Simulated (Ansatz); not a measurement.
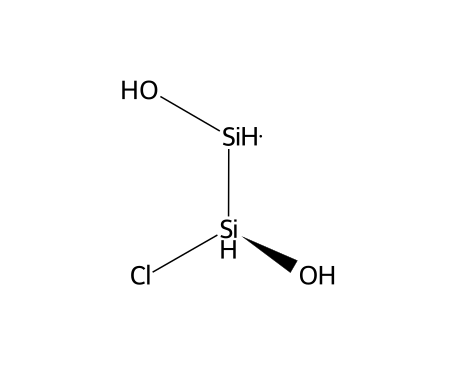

The picture comes from a calculation with Ansatz.

2D structure. State: neutral, doublet.

**Write the SMILES.**

O[SiH][Si@@H](O)Cl

**Give the formula, hydrogens included.**

ClH4O2Si2.

**An optimisation with PBE0-D4/def2-TZVP gave a structure of which point group?**

C1.
